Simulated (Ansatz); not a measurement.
AlF2H

The calculation's input:

```
crystal:
  periodic: [false, false, false]
  atoms:
    - { symbol: Al, position_ang: [0.0, 0.0, 0.0] }
    - { symbol: H, position_ang: [1.104, 0.0, 1.3707] }
    - { symbol: F, position_ang: [1.8591, 0.0, 0.3402] }
    - { symbol: F, position_ang: [-1.4635, 0.0, -0.845] }
basis:
  gaussian: { orbitals: "6-31G*" }
hamiltonian:
  xc: hf
relax:
  f_tol: 0.15
  max_steps: 25
  restrain:
    - { distance: [1, 2], at: 2.12, k: 30.0 }
    - { distance: [0, 1], at: 1.56, k: 30.0 }
    - { distance: [0, 2], at: 1.69, k: 30.0 }
output:
  orbitals: {}
```

Launched as:

```sh
ansatz run input.yaml --threads 1 --pin off --max-ram 2048MiB --backend cpu --events-out ev --progress --plain --runs-dir out
```

The fields are those of the run's last geometry, not of the input's.

Not at a stationary point (largest force 1.9 eV/Å).

All numbers below come from RHF/6-31G* in Ansatz.

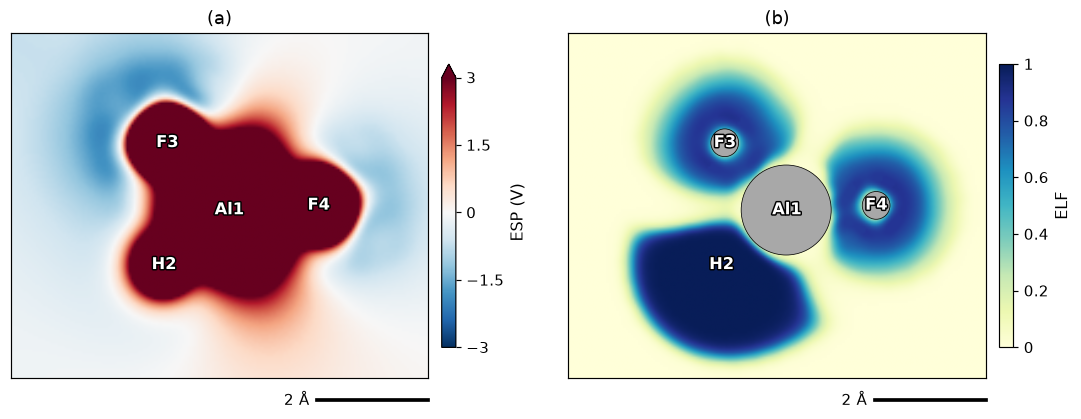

Figure 1. (a) molecular electrostatic potential; (b) ELF on the molecular plane. Grey discs cover the atomic cores in the ELF map.

### What does the map show?

Atoms in the plane: Al, H and F. Al–F (1.62 Å): the ELF peaks at about 0.85 in the valence shell of F, 0.5 Å from its nucleus, and is about 0.35 at the midpoint. Al–H (1.53 Å): the ELF climbs to about 1 towards the hydrogen. The ELF also peaks beside F4 and F3, away from the bonds: lone-pair regions. Outside the dense part of the molecule the potential is most negative (−1.9 V) near F3.

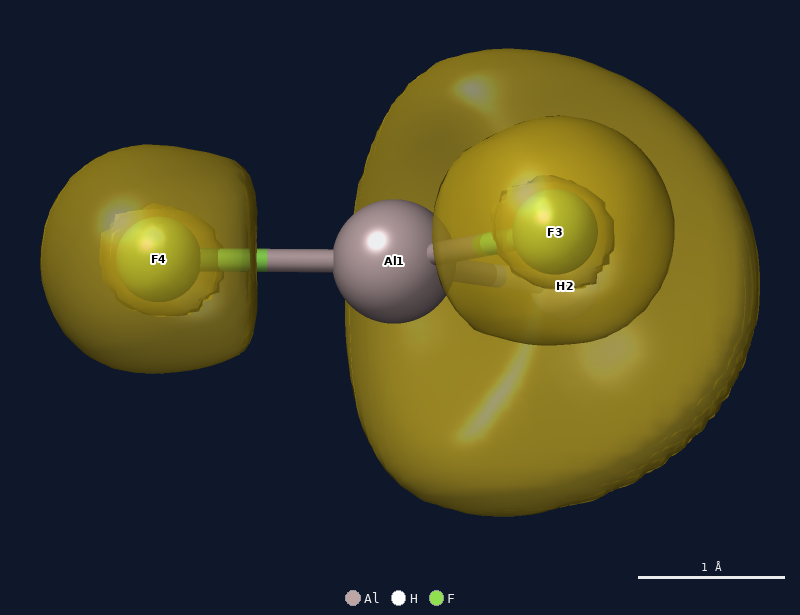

Figure 2. Isosurface of the ELF at 0.75 (yellow), seen from one side. Core shells and regions of very low density are left out.

### Where are the electrons localised?

At this value the surface marks out one region around a hydrogen nucleus and two regions wrapped around F (the valence shell of each).

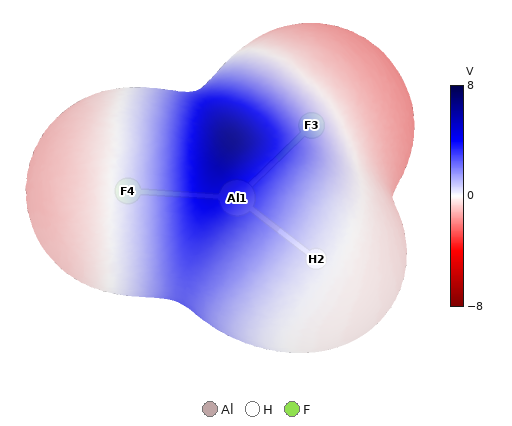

Figure 3. The electrostatic potential painted on the density surface at 0.002 e/bohr³, seen at a tilt; red is negative and blue positive.

### Where is the surface potential most negative and most positive?

The most negative region (about −1.6 V) lies over F3, the most positive (about +6.3 V) over Al1.

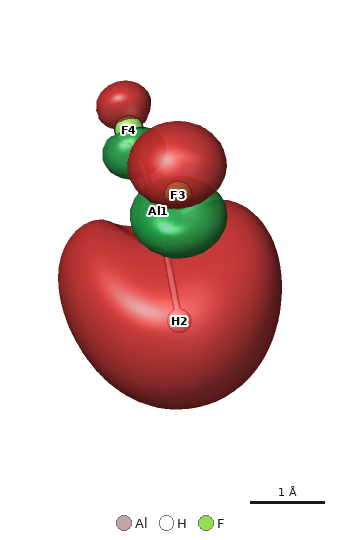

Figure 4. The HOMO at ±0.1 Å⁻³ᐟ² (green and red are the two phases), seen at an oblique angle.

### What is the character of this orbital?

It lies mainly on H2 (about 50 %), Al1 (about 35 %) and F3 (about 15 %); it is symmetric in the molecular plane (an in-plane orbital: σ, lone-pair or in-plane π type). Its energy is −12.67 eV.
